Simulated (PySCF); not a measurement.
C$_{2}$H$_{5}$GeI$_{3}$

```xyz
11

Ge   -0.2020   -0.4738   -1.3178
C    -0.2688   -0.4216    0.6350
C     0.4192    0.7957    1.2269
H     0.1982   -1.3662    0.9584
H    -1.3388   -0.4725    0.8930
H     0.3895    0.7564    2.3268
H     1.4760    0.8502    0.9226
H    -0.0725    1.7283    0.9114
I     2.1898   -0.7132   -2.0742
I    -1.1482    1.6540   -2.2797
I    -1.5445   -2.4227   -2.1715
```

Geometry: PBE0-D3(BJ)/def2-SVP; core potentials replace the inner electrons of I.

Method: CAM-B3LYP/def2-SVPD, SCF density, gas phase, scalar-relativistic core potentials on the heavy atoms (PySCF).

Predict the electron density and electron localisation function between the atoms.

C–C (1.52 Å): ρ at the midpoint is about 1.7 e/Å³; the ELF peaks at about 0.95 between the atoms: localised, covalent bonding.
C–Ge (1.95 Å): the density is about 0.9 e/Å³ at the midpoint; the ELF peaks at about 0.90 in the valence shell of C, 0.7 Å from its nucleus, and is about 0.75 at the midpoint.
Ge–I (2.52 Å): the density is about 0.57 e/Å³ at the midpoint; the ELF peaks at about 0.75 in the valence shell of I, 1.3 Å from its nucleus, and is about 0.75 at the midpoint.
C–H (1.10 Å): ρ is about 1.9 e/Å³ halfway; the ELF climbs to about 1 towards the hydrogen, as it does in any bond to H; an ordinary covalent bond to hydrogen.

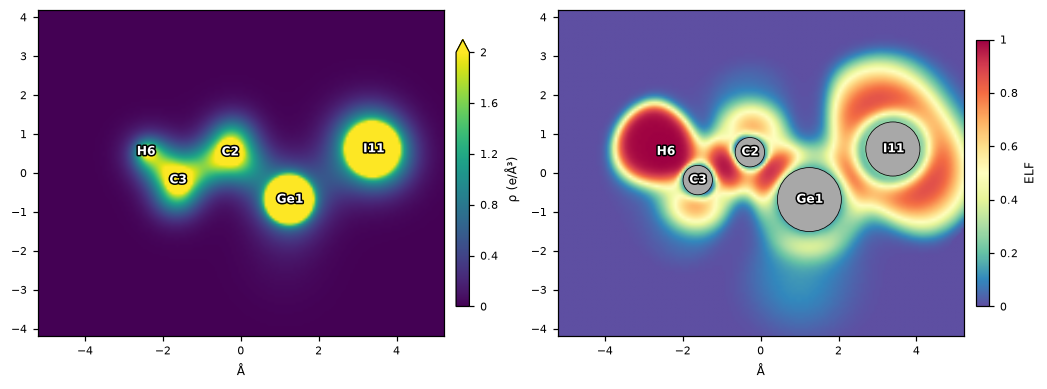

Computed electron density and electron localisation function on the plane of atoms C2, C3 and H6, in this order. Grey discs cover the atomic cores in the ELF map. 
